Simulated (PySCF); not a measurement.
# B2O2 (SMILES O=BB=O): revPBE/aug-cc-pVDZ

Aim: the vertical electron affinity of B2O2 at revPBE/aug-cc-pVDZ, from 2 runs. 

The calculation is run with PySCF 2.14.0.

1 further run of the same task is left out (set aside as unsound or not needed).

## (1) The system as given

B2O2 has 4 atoms, charge 0, and is taken as a singlet. As SMILES, `O=BB=O`. Geometry: relaxed at PBE0-D4/def2-TZVP.

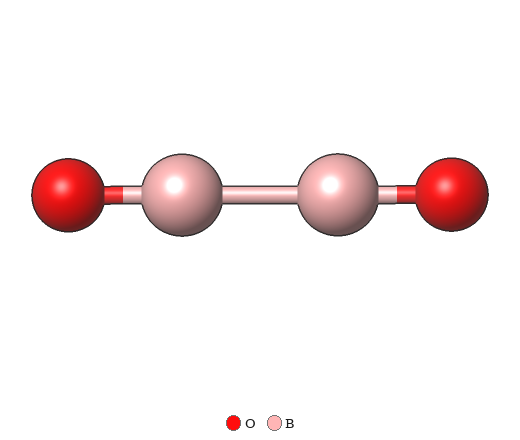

The structure, seen from a chosen angle (oxygen red, boron pink).

## (2) The energy at revPBE/aug-cc-pVDZ

calc.py

```python
# diboron dioxide
from pyscf import gto, dft

mol = gto.M(
    atom='''
O     -1.404237     0.868820     3.434861
B     -0.571264     0.353511     1.396734
B      0.570981    -0.353228    -1.396923
O      1.404501    -0.869123    -3.434672
''',
    spin=0,
    basis='aug-cc-pvdz',
    max_memory=1860,
    verbose=4,
    unit='bohr',
)

calc0 = dft.RKS(mol, xc='revpbe')
calc0.conv_tol = 1e-10
calc0.grids.level = 5
calc0.kernel()
if not calc0.converged:
    calc0 = calc0.newton().run(calc0.mo_coeff, calc0.mo_occ)

energy = calc0.e_tot
print('E(%s) = %.9f' % ('REVPBE', energy))
```

The run is started by

```console
$ OMP_NUM_THREADS=1 python calc.py
```

Standard output:

```text
PySCF version 2.14.0

[INPUT] num. atoms = 4
[INPUT] num. electrons = 26
[INPUT] charge = 0
[INPUT] spin (= nelec alpha-beta = 2S) = 0
[INPUT] symmetry False subgroup None
[INPUT] Mole.unit = bohr
[INPUT] Symbol           X                Y                Z      unit          X                Y                Z       unit  Magmom
[INPUT]  1 O     -0.743090219131   0.459759744392   1.817650163878 AA   -1.404237000000   0.868820000000   3.434861000000 Bohr   0.0
[INPUT]  2 B     -0.302299890219   0.187069965010   0.739119802517 AA   -0.571264000000   0.353511000000   1.396734000000 Bohr   0.0
[INPUT]  3 B      0.302150133068  -0.186920207859  -0.739219817010 AA    0.570981000000  -0.353228000000  -1.396923000000 Bohr   0.0
[INPUT]  4 O      0.743229921914  -0.459920085086  -1.817550149385 AA    1.404501000000  -0.869123000000  -3.434672000000 Bohr   0.0

[... 64 lines left out ...]
converged SCF energy = -200.204707829024
E(REVPBE) = -200.204707829
```

Run time: 9.6 s. Hardware: 1 thread of Intel Xeon Platinum 8488C (Sapphire Rapids), shared host; peak memory 0.44 GiB.

## (3) The doublet anion at the same level

input.py

```python
from pyscf import gto, dft

mol = gto.M(
    atom=[
    ('O', (-0.743090, 0.459760, 1.817650)),
    ('B', (-0.302300, 0.187070, 0.739120)),
    ('B', (0.302150, -0.186920, -0.739220)),
    ('O', (0.743230, -0.459920, -1.817550)),
],
    spin=1,
    verbose=4,
    basis='aug-cc-pvdz',
    charge=-1,
    max_memory=1860,
)

calc0 = dft.UKS(mol)
calc0.xc = 'revpbe'
calc0.conv_tol = 1e-10
calc0.grids.level = 5
calc0.kernel()
if not calc0.converged:
    calc0 = calc0.newton().run(calc0.mo_coeff, calc0.mo_occ)

e_final = calc0.e_tot
print('E(%s) = %.9f' % ('REVPBE', e_final))
```

The run is started by

```console
$ OMP_NUM_THREADS=1 python input.py
```

Standard output:

```text
PySCF version 2.14.0

[INPUT] num. atoms = 4
[INPUT] num. electrons = 27
[INPUT] charge = -1
[INPUT] spin (= nelec alpha-beta = 2S) = 1
[INPUT] symmetry False subgroup None
[INPUT] Mole.unit = angstrom
[INPUT] Symbol           X                Y                Z      unit          X                Y                Z       unit  Magmom
[INPUT]  1 O     -0.743090000000   0.459760000000   1.817650000000 AA   -1.404236585903   0.868820483030   3.434860690316 Bohr   0.0
[INPUT]  2 B     -0.302300000000   0.187070000000   0.739120000000 AA   -0.571264207456   0.353511066122   1.396734373189 Bohr   0.0
[INPUT]  3 B      0.302150000000  -0.186920000000  -0.739220000000 AA    0.570980748537  -0.353227607204  -1.396923345801 Bohr   0.0
[INPUT]  4 O      0.743230000000  -0.459920000000  -1.817550000000 AA    1.404501147560  -0.869122839210  -3.434671717703 Bohr   0.0

[... 41 lines left out ...]
[... the frontier-level lines of each cycle are left out ...]
[... 52 lines left out ...]
converged SCF energy = -200.214696184469  <S^2> = 0.75129621  2S+1 = 2.0012958
E(REVPBE) = -200.214696184
```

Run time: 16 s. Hardware: 1 thread of Intel Xeon Platinum 8488C (Sapphire Rapids), shared host; peak memory 0.47 GiB.

## (4) Results

At revPBE/aug-cc-pVDZ:

| quantity | value |
| --- | --- |
| singlet B2O2: total energy | -200.20471 Eh |
| singlet B2O2: dipole moment | 0.00 D |
| singlet B2O2: HOMO energy | -9.42 eV |
| singlet B2O2: LUMO energy | -3.27 eV |
| singlet B2O2: HOMO–LUMO gap | 6.15 eV |
| doublet anion: total energy | -200.21470 Eh |
| doublet anion: HOMO energy (highest over α and β) | 2.25 eV |
| doublet anion: LUMO energy (lowest over α and β) | 2.51 eV |
| doublet anion: ⟨S²⟩ | 0.751 |
| vertical electron affinity (to the doublet anion) | 0.272 eV |

**Reading.** At fixed nuclei the extra electron is bound by 0.27 eV (26.2 kJ/mol). Mulliken charges (doublet anion) run from -0.34 on O1 to -0.16 on B2; in a basis this large or diffuse they mean little. The HOMO (doublet anion) lies at positive energy, 2.25 eV, as semi-local functionals often give for anions; only total energies tell whether the electron is bound.
